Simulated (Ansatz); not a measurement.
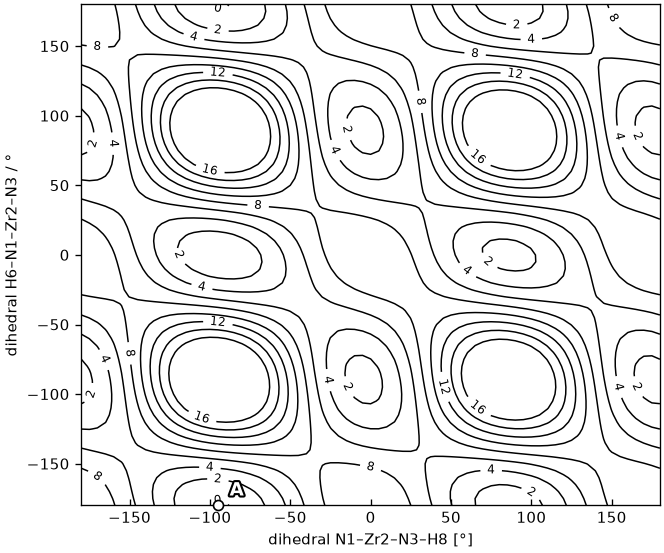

Cl₂H₄N₂Zr, SMILES [NH2][Zr]([NH2])([Cl])[Cl]. The first coordinate is: dihedral N1–Zr2–N3–H8; the second: dihedral H6–N1–Zr2–N3. Nothing is relaxed (all other coordinates rigid). The scan uses an 18 × 18 grid. Points are written as (first, second). All energies are given in kJ/mol relative to the lowest grid point. The calculation used Ansatz, RKS PBE0-D4/def2-SVP.

In the figure: contour lines labelled in kJ/mol (none above 16), the point A. Between grid points the surface is interpolated.

**What is the easiest way out of the well at A, and how high is the barrier?**

The easiest path leads from the well at about (−95°, −180°) to the well at about (85°, 0°), about 1.4 kJ/mol higher (on a rigid scan; wells that are mirror images or exchange like atoms can differ by this much). Its highest point lies about 6 kJ/mol above the bottom of the first well on the interpolated surface, at about (30°, 35°). Seen from the upper well the barrier is about 4.6 kJ/mol. The start is the relaxed structure and all else is held, so a fully relaxed path at this level can only be lower. On the way the path dips through a shallower well, about 4.4 kJ/mol deep.

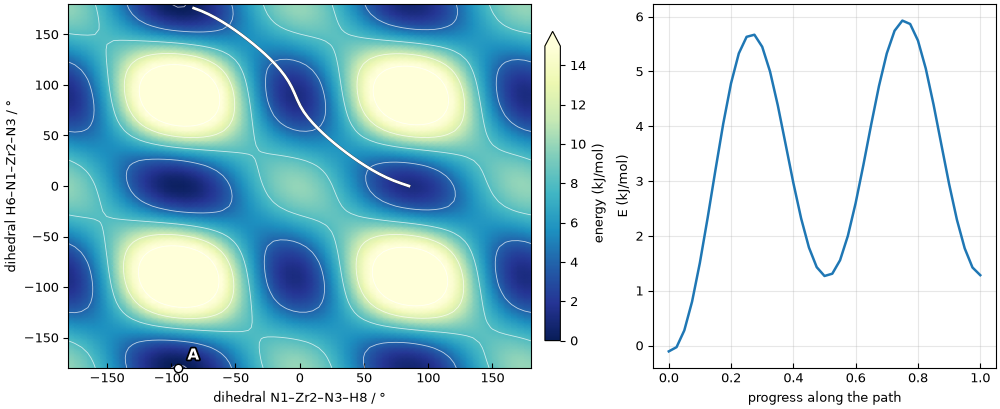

Drawn: a smooth colour map with a few white contour lines, a line along the lowest path, one colour for all values above the top of the scale, the energy along the path at the right. Between grid points the surface is interpolated.
